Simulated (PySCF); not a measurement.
C3H8OSi

The calculation's input:

```
{"job": {"kind": "nmr", "xc": "PBE0", "basis": "pcSseg-1"}, "charge": 0, "multiplicity": 1}
C     -2.242045     0.112852     0.345289
C     -0.758859     0.116491     0.175251
C     -0.078763    -0.859747    -0.436453
O      1.257745    -0.918048    -0.624718
Si     2.387270     0.243624    -0.184959
H     -2.707286     0.992631    -0.130262
H     -2.528116     0.140806     1.410198
H     -2.695438    -0.786030    -0.099195
H     -0.210328     0.976002     0.582221
H     -0.588017    -1.736118    -0.854177
H      3.694005    -0.284595    -0.654992
H      2.077885     1.548288    -0.843057
H      2.399765     0.431996     1.296668
```

Run with:

```sh
OMP_NUM_THREADS=1 python probes_run.py task.json out
```

Geometry: PBE0-D3(BJ)/def2-SVP.

These are results of PBE0/pcSseg-1, SCF density, gas phase, non-relativistic in PySCF, not measurements.

Q: What will maps of the electron density and electron localisation function show?

A: C–C (1.34 Å): the density is about 2.3 e/Å³ at the midpoint; the ELF peaks at about 0.90 between the atoms (a multiple bond).
C–O (1.35 Å): ρ is about 2.3 e/Å³ halfway, with its minimum of 1.9 e/Å³ about 0.5 Å from C; the ELF peaks at about 0.85 between the atoms; a shared but strongly polarised pair.
Si–O (1.68 Å): ρ at the midpoint is about 1 e/Å³; the ELF peaks at about 0.85 between the atoms (a polar covalent bond).
C–H (1.10 Å): ρ is about 2 e/Å³ halfway; the ELF climbs to about 1 towards the hydrogen, as it does in any bond to H: an ordinary covalent bond to hydrogen.

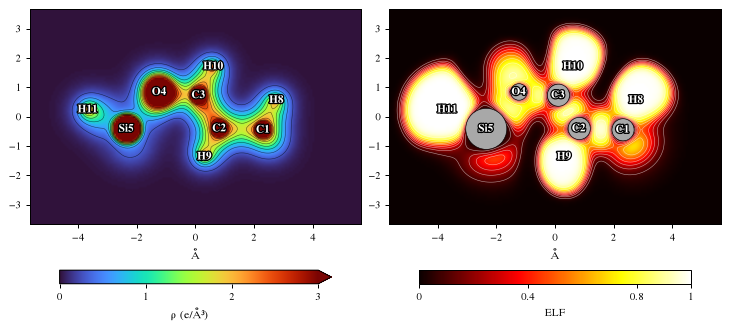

Computed electron density and electron localisation function on the plane of atoms O4, Si5 and H11, in this order. Grey discs cover the atomic cores in the ELF map. 
